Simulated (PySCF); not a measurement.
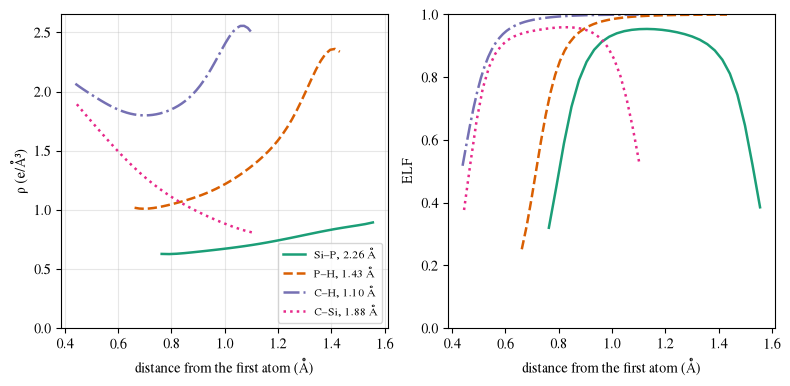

The picture shows: CH$_{11}$P$_{3}$Si$_{3}$ (SMILES C[SiH]1P[SiH2]P[SiH2]P1). Electron density and electron localisation function along straight lines between neighbouring atoms. The curves leave out the atomic cores.

Geometry: PBE0-D3(BJ)/def2-SVP.

Method: PySCF, PBE0/pcSseg-1, SCF density, gas phase, non-relativistic.

```xyz
18

C    -2.9926    0.4623   -0.7001
Si   -1.1621    0.1536   -0.4264
P    -0.2405    1.9870    0.5400
Si    1.9200    1.4069    0.2014
P     2.3922   -0.1700    1.7584
Si    1.2925   -1.8677    0.7374
P    -0.9125   -1.5061    1.1007
H    -3.1421    1.2989   -1.4005
H    -3.4756   -0.4319   -1.1239
H    -3.4852    0.7096    0.2521
H    -0.4920   -0.1840   -1.7247
H    -0.3224    2.7812   -0.6491
H     2.7748    2.6003    0.4807
H     2.1898    0.9412   -1.1967
H     3.6603   -0.5077    1.1864
H     1.6766   -3.1394    1.4215
H     1.6315   -1.9851   -0.7172
H    -1.3334   -2.5370    0.2001
```

What can be read from the curves?

Answer. Si–P (2.26 Å): ρ is about 0.71 e/Å³ halfway, with its minimum of 0.63 e/Å³ about 0.8 Å from Si; the ELF peaks at about 0.95 between the atoms (a shared electron pair).
P–H (1.43 Å): ρ at the midpoint is about 1 e/Å³; the ELF climbs to about 1 towards the hydrogen, as it does in any bond to H.
C–H (1.10 Å): ρ is about 1.9 e/Å³ halfway; the ELF climbs to about 1 towards the hydrogen: a covalent bond by its length.
C–Si (1.88 Å): the density is about 0.94 e/Å³ at the midpoint; the ELF peaks at about 0.95 between the atoms: a shared electron pair.
